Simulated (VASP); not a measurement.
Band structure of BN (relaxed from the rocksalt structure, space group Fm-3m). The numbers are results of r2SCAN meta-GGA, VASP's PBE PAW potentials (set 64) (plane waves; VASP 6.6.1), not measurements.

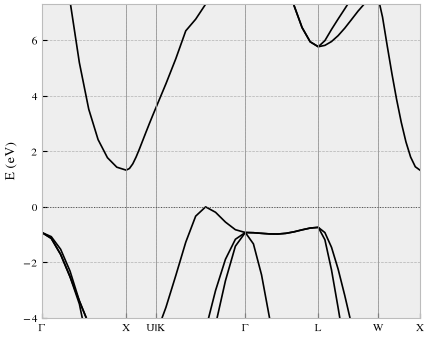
Figure: Bands along high-symmetry lines, zero at the valence-band maximum or, without a gap, the Fermi level

**Question.** Read the plot: is there a gap, and where are the band edges?

**Answer.** The gap is indirect, 1.32 eV, from the valence maximum at K-Γ at 0.56 to the conduction minimum at X.

The structure was generated: BN was put into the rocksalt type (Fm-3m), which need not be its known phase. It was relaxed first.
